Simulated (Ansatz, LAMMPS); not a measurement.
**Elastic response of glassy 40SiO2-28Al2O3-16Li2O-16SrO (mol %) (85 atoms)**

Aim: relax glassy 40SiO2-28Al2O3-16Li2O-16SrO (mol %) (85 atoms), then change its volume and shape to read moduli from the stress.

Method: Kohn-Sham DFT, PBE, PAW (set soft_2), plane waves, in Ansatz 0.2.0.

### 1. The structure

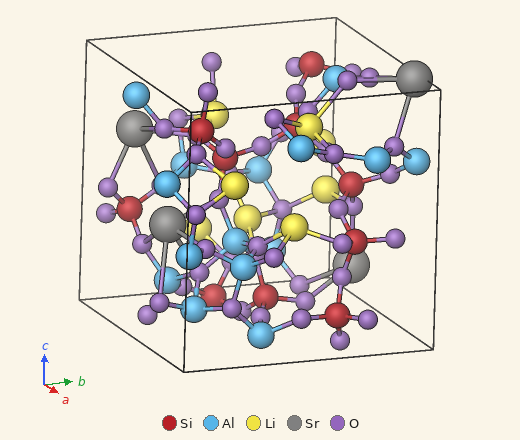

The starting structure, seen slightly off an axis (silicon red, aluminium blue, lithium yellow, strontium grey, oxygen purple). Some periodic images of atoms are drawn too.

The cell holds 85 atoms: 10 Si, 14 Al, 8 Li, 4 Sr and 49 O. Cell: a = 10.514 Å, b = 10.514 Å, c = 10.514 Å, α = 90.0°, β = 90.0°, γ = 90.0°. 85 atoms (10 Si, 14 Al, 8 Li, 4 Sr, 49 O) placed at random at 2.64 g/cm³, melted at 4000 K for 10 ps at fixed volume with the Morse and Coulomb pair potential with partial charges (Pedone, Malavasi, Menziani, Cormack and Segre, J. Phys. Chem. B 110, 11780 (2006)). Quenched from 4000 K to 300 K at 6 K/ps and fixed volume, held 5 ps, then minimised at fixed cell.

What the set-up can't give: The quench rate of 6 K/ps far exceeds what a furnace or splat quench reaches, so expect more defects and frozen-in strain than in a real sample. The starting topology of bonds comes from the classical model, and needn't be the one that DFT or experiment would give. Sampling is at Γ alone.

### 2. Single point at the start

The forces at the start show how far the geometry lies from a minimum of this functional.

The input, input.yaml:

```yaml
crystal:
  lattice:
    - [10.5141, 0.0, 0.0]
    - [0.0, 10.5141, 0.0]
    - [0.0, 0.0, 10.5141]
  atoms:
    - { symbol: Si, position: [0.17773, 0.11614, 0.39017] }
    - { symbol: Si, position: [0.45144, 0.37669, 0.6402] }
    - { symbol: Si, position: [0.24543, 0.80134, 0.90614] }
    - { symbol: Si, position: [0.80864, 0.75402, 0.38395] }
    - { symbol: Si, position: [0.62265, 0.2044, 0.80662] }
    - { symbol: Si, position: [0.85241, 0.67346, 0.11984] }
    - { symbol: Si, position: [0.21942, 0.44546, 0.03556] }
    - { symbol: Si, position: [0.57872, 0.83172, 0.53341] }
    - { symbol: Si, position: [0.48779, 0.53928, 0.10081] }
    - { symbol: Si, position: [0.45754, 0.65804, 0.74158] }
    - { symbol: Al, position: [0.89234, 0.05492, 0.41196] }
    - { symbol: Al, position: [0.98614, 0.75971, 0.74714] }
    - { symbol: Al, position: [0.80568, 0.31112, 0.3232] }
    - { symbol: Al, position: [0.62996, 0.1918, 0.12352] }
    - { symbol: Al, position: [0.61619, 0.74334, 0.95875] }
    - { symbol: Al, position: [0.14518, 0.70819, 0.17153] }
    - { symbol: Al, position: [0.77053, 0.40408, 0.04437] }
    - { symbol: Al, position: [0.52693, 0.39595, 0.33824] }
    - { symbol: Al, position: [0.79822, 0.9975, 0.66859] }
    - { symbol: Al, position: [0.06971, 0.37626, 0.50651] }
    - { symbol: Al, position: [0.45386, 0.01166, 0.91325] }
    - { symbol: Al, position: [0.35351, 0.20086, 0.15681] }
    - { symbol: Al, position: [0.08256, 0.66942, 0.46564] }
    - { symbol: Al, position: [0.98022, 0.45433, 0.81658] }
    - { symbol: Li, position: [0.0557, 0.93299, 0.53867] }
    - { symbol: Li, position: [0.29665, 0.85021, 0.43411] }
    - { symbol: Li, position: [0.81516, 0.50702, 0.46229] }
    - { symbol: Li, position: [0.27616, 0.54888, 0.34241] }
    - { symbol: Li, position: [0.76083, 0.57751, 0.82736] }
    - { symbol: Li, position: [0.00722, 0.46558, 0.23841] }
    - { symbol: Li, position: [0.19912, 0.43843, 0.72943] }
    - { symbol: Li, position: [0.89285, 0.22924, 0.66895] }
    - { symbol: Sr, position: [0.22931, 0.10502, 0.7137] }
    - { symbol: Sr, position: [0.54312, 0.11436, 0.43191] }
    - { symbol: Sr, position: [0.46237, 0.89088, 0.18704] }
    - { symbol: Sr, position: [0.81447, 0.97208, 0.99291] }
    - { symbol: O, position: [0.17729, 0.72913, 0.33488] }
    - { symbol: O, position: [0.43739, 0.52734, 0.66776] }
    - { symbol: O, position: [0.92182, 0.65624, 0.41623] }
    - { symbol: O, position: [0.28946, 0.12252, 0.28625] }
    - { symbol: O, position: [0.038, 0.08165, 0.33777] }
    - { symbol: O, position: [0.24653, 0.77807, 0.05923] }
    - { symbol: O, position: [0.51911, 0.68556, 0.08066] }
    - { symbol: O, position: [0.68821, 0.73608, 0.47804] }
    - { symbol: O, position: [0.32979, 0.3139, 0.69765] }
    - { symbol: O, position: [0.01835, 0.36985, 0.67076] }
    - { symbol: O, position: [0.49284, 0.76614, 0.63907] }
    - { symbol: O, position: [0.93783, 0.6053, 0.77071] }
    - { symbol: O, position: [0.9425, 0.37377, 0.3928] }
    - { symbol: O, position: [0.92587, 0.06231, 0.57996] }
    - { symbol: O, position: [0.57952, 0.32221, 0.71709] }
    - { symbol: O, position: [0.84575, 0.4012, 0.89818] }
    - { symbol: O, position: [0.77674, 0.28125, 0.15999] }
    - { symbol: O, position: [0.8577, 0.89544, 0.39726] }
    - { symbol: O, position: [0.76958, 0.72262, 0.24042] }
    - { symbol: O, position: [0.68518, 0.41753, 0.36152] }
    - { symbol: O, position: [0.86548, 0.87708, 0.75518] }
    - { symbol: O, position: [0.77465, 0.72039, 0.9978] }
    - { symbol: O, position: [0.30903, 0.93816, 0.87585] }
    - { symbol: O, position: [0.10448, 0.7978, 0.85701] }
    - { symbol: O, position: [0.1272, 0.45049, 0.91197] }
    - { symbol: O, position: [0.41813, 0.09694, 0.05037] }
    - { symbol: O, position: [0.36652, 0.49539, 0.01636] }
    - { symbol: O, position: [0.98781, 0.73886, 0.13514] }
    - { symbol: O, position: [0.86644, 0.52336, 0.12362] }
    - { symbol: O, position: [0.58185, 0.64761, 0.8305] }
    - { symbol: O, position: [0.16179, 0.24786, 0.46445] }
    - { symbol: O, position: [0.5077, 0.26177, 0.22524] }
    - { symbol: O, position: [0.2174, 0.00982, 0.49291] }
    - { symbol: O, position: [0.63805, 0.21989, 0.95815] }
    - { symbol: O, position: [0.48884, 0.87981, 0.42176] }
    - { symbol: O, position: [0.61612, 0.46617, 0.06544] }
    - { symbol: O, position: [0.4704, 0.34806, 0.4889] }
    - { symbol: O, position: [0.50447, 0.1061, 0.79098] }
    - { symbol: O, position: [0.0655, 0.76294, 0.59781] }
    - { symbol: O, position: [0.44782, 0.5105, 0.24975] }
    - { symbol: O, position: [0.5699, 0.89669, 0.93655] }
    - { symbol: O, position: [0.33722, 0.70288, 0.82642] }
    - { symbol: O, position: [0.16158, 0.53843, 0.14708] }
    - { symbol: O, position: [0.24526, 0.3072, 0.09499] }
    - { symbol: O, position: [0.65697, 0.04093, 0.16878] }
    - { symbol: O, position: [0.7504, 0.133, 0.75806] }
    - { symbol: O, position: [0.66114, 0.95057, 0.58721] }
    - { symbol: O, position: [0.77676, 0.16818, 0.39792] }
    - { symbol: O, position: [0.14706, 0.51989, 0.48559] }
kpoints:
  mp_grid: { grid: [1, 1, 1] }
hamiltonian:
  xc: pbe
scf:
  occupations: { method: fixed }
output:
  forces: true
```

Run with:

```
$ ansatz run input.yaml --threads 4 --pin off --max-ram 8192MiB --backend cpu --events-out ev --progress --plain --runs-dir out
```

Numbers of over 12 decimals in the logs are rounded to 6 here.

Output:

```text
Engine: ansatz 0.2.0, x86_64-unknown-linux-gnu
Pseudopotentials: kind: paw
Pseudopotential: Si, paw, valence charge 4, recommended cutoff 420 eV (normal), Si.paw.azcp
Pseudopotential: Al, paw, valence charge 3, recommended cutoff 420 eV (normal), Al.paw.azcp
Pseudopotential: Li, paw, valence charge 3, recommended cutoff 420 eV (normal), Li.paw.azcp
Pseudopotential: Sr, paw, valence charge 10, recommended cutoff 420 eV (normal), Sr.paw.azcp
Pseudopotential: O, paw, valence charge 6, recommended cutoff 420 eV (normal), O.paw.azcp
[... 5 lines on functional and potentials left out ...]
Crystal: 85 atoms, lattice volume = 1162.295 Å³
Basis set: ecut = 420 eV, 22743 PW (Γ), exchange–correlation on 144×144×144 points (8 copies of the dense FFT grid, shifted against one another)
Bands: 305, of which v1, the nominal top of the filled ones, is band 220 counted from 1 (219 counted from 0)
Symmetry: 1 space group operations
Space group: P1 (ITA 1), of the structure as read, at distance tolerance 1.1e-4 Å
k-points: 1
[... 11 lines on functional and potentials left out ...]
Initial density: superposition of atomic densities (neutral atoms: chi_scale 0, normalization atom), corrected by the library's trained network
Initial wavefunctions: pseudopotential atomic-orbital guess
Functional: x = pbe(κ = 0.804, μ = 0.219515), c = pbe(β = 0.066725)
SCF iter   1: F=—  HF=-57611.815313 eV  |F-HF|=—  |Δ(HF+E_count)|=         —  Δρ=1.84e-3  dr2=5.33e-2  ethr=1.77e-3  ⟨swp⟩=6.0  Hψ=1061  notcnv=0  defer=83
preconditioner: auto → Resta (q_TF=auto, 2.320 Å⁻¹)  ε∞=3.1  [insulator: Δε(μ)=3.176 eV  Ē_g=15.514 eV  n_scr=250 (ndim 8)  ℏωp=22.2 eV  f_vac=0.142  ε∞_Penn≈3.1]
SCF iter   2: F=—  HF=-57611.826214 eV  |F-HF|=—  |Δ(HF+E_count)|=   1.09e-2  Δρ=1.07e-3  dr2=1.38e-2  ethr=1.21e-5  ⟨swp⟩=3.0  Hψ=465  notcnv=0  defer=83
SCF iter   3: F=—  HF=-57611.829423 eV  |F-HF|=—  |Δ(HF+E_count)|=   3.21e-3  Δρ=4.71e-4  dr2=4.50e-3  ethr=3.13e-6  ⟨swp⟩=3.0  Hψ=382  notcnv=0  defer=64
automatic band count: iteration 3 solves 286 bands in place of 305: the levels show a gap, and the empty bands left out lie too high to hold charge; the band table lists the bands solved (type scf.n_extra_bands for more)
SCF iter   4: F=—  HF=-57611.831087 eV  |F-HF|=—  |Δ(HF+E_count)|=   1.66e-3  Δρ=1.77e-4  dr2=4.14e-4  ethr=1.02e-6  ⟨swp⟩=3.0  Hψ=390  notcnv=0  defer=64
SCF iter   5: F=—  HF=-57611.831159 eV  |F-HF|=—  |Δ(HF+E_count)|=   7.23e-5  Δρ=1.11e-4  dr2=1.37e-4  ethr=9.42e-8  ⟨swp⟩=3.0  Hψ=436  notcnv=0  defer=64
SCF iter   6: F=—  HF=-57611.831173 eV  |F-HF|=—  |Δ(HF+E_count)|=   1.32e-5  Δρ=2.42e-5  dr2=9.91e-6  ethr=3.11e-8  ⟨swp⟩=3.0  Hψ=436  notcnv=0  defer=64
SCF iter   7: F=—  HF=-57611.833383 eV  |F-HF|=—  |Δ(HF+E_count)|=   2.21e-3  Δρ=1.51e-5  dr2=2.55e-6  ethr=2.25e-9  ⟨swp⟩=2.0  Hψ=506  notcnv=0  defer=64
SCF iter   8: F=—  HF=-57611.833383 eV  |F-HF|=—  |Δ(HF+E_count)|=   2.06e-7  Δρ=7.04e-6  dr2=5.60e-7  ethr=5.79e-10  ⟨swp⟩=2.0  Hψ=433  notcnv=0  defer=64
SCF iter   9: F=-57611.833383 eV  HF=-57611.833383 eV  |F-HF|=1.94e-8  |Δ(HF+E_count)|=   1.21e-8  Δρ=1.72e-6  dr2=4.74e-8  ethr=2.27e-11  ⟨swp⟩=2.0  Hψ=941  notcnv=0
SCF 1 converged in 9 iterations: F = -57611.833383 eV  dr2 = 4.74e-8
  greatest PAW one-centre occupation: 1.000 electrons in one spin orbital (limit 2), on the Li atom at site 24 (counted from 0), in its partial waves of l = 0
SCF converged after 9 iterations
Free energy (F): -57611.833383 eV
Harris-Foulkes:  -57611.833383 eV  (|F-HF|=1.94e-8)
Internal energy: -57611.833383 eV  (E = F + TS)
E sigma→0 (E₀):  -57611.833383 eV
Fermi energy:    3.706117 eV
--- Per-component energies (eV) ---
  E_band       = -2472.935472
  E_kinetic    = 10710.240483
  E_local      = -30102.794970  (includes V_loc(G=0)·N_el)
  E_nonlocal   = 3283.672910
  E_hartree    = 11047.614347
  E_xc         = -5560.201621
  E_vxc        = -6318.964996  (∫ρ·V_xc dr)
  E_paw        = -30408.457932  (= ΣΔE_a)
  E_vpaw       = -2140.436474  (= ΣTr[D̂ρ^β])
  E_aug_tail   = 0.124822  (compensation charges beyond the density's cutoff)
  E_ewald      = -16582.031423
  E_smearing   = -0.000000  (= −TS)
  E_closure    = 0.000000  (closes the sum)
  Σ components = -57611.833383   (vs F -57611.833383, Δ=0.00e0)
--- Forces (eV/Å), atoms counted from 1 ---
  atom   1  Si    -1.22141815     0.29290079     0.18808996
  atom   2  Si     0.85827987    -0.47305357     0.43850073
  atom   3  Si     0.42807244    -0.36736886     0.09103965
  atom   4  Si     0.75857786     0.78079785    -0.01066595
  atom   5  Si    -1.29263473    -0.56676453     0.39301560
  atom   6  Si     0.37718342    -0.37750406     1.29554412
  atom   7  Si     0.85586955     0.47132912     0.62454199
  atom   8  Si     1.67476230    -0.01189215    -0.12338766
  atom   9  Si    -0.03131226    -1.26320351     0.14887245
  atom  10  Si     0.41405693     0.55137334     1.03250495
  atom  11  Al     0.35782956     0.02472987     0.17803315
  atom  12  Al     0.40838910    -0.01548932    -0.66878969
  atom  13  Al    -0.31465393    -0.25035256     0.29405948
  atom  14  Al    -0.23393003     0.44253056    -0.11624168
[...]
atom  84  O     -1.27648477    -0.27476142     0.17299715
  atom  85  O      0.94602861    -0.18057926    -0.18053583
  max |Σ_I F_I| component: 9.84e-5 eV/Å
```

Elapsed: 2.9 s, on 4 threads of AMD EPYC 9R45, shared host; peak memory 1.3 GiB.

The column dr2 measures how far the density is from self-consistency, as an energy; F and HF (Harris–Foulkes) agree once it is small.

The r.m.s. force at the start is 0.68 eV/Å.

(Part 1 of 4 ends here.)

[Logs are printed without paths, hosts, clocks, repeated set-up lines and the standing remarks that a program may print on its own settings, such as how far it seeks lower states.]

[Hosts, paths, dates, database ids (printed as entryN), source tags and the programs' standing remarks are cut or masked in the printed files.]
